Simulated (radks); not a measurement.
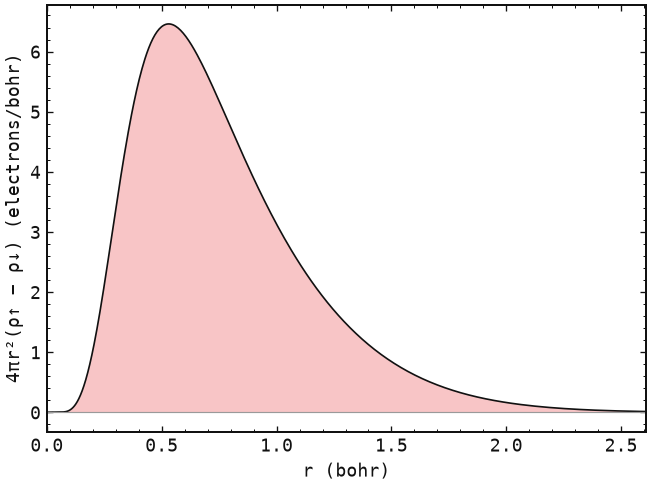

The Dy³⁺ ion; electrons: [Xe] 4f9 (high spin). Computed with the in-house radial solver radks: scalar-relativistic Kohn-Sham, LB94 model potential, spin-polarised, spherical densities, finite nucleus.

The plot shows the radial spin density.

Q: Read the plot.

Answer: The curve integrates to 5 unpaired electrons, held by 4f (+5). Its largest value, 6.46 electrons/bohr, lies near r = 0.53 bohr. Regions of the opposite sign are negligible.
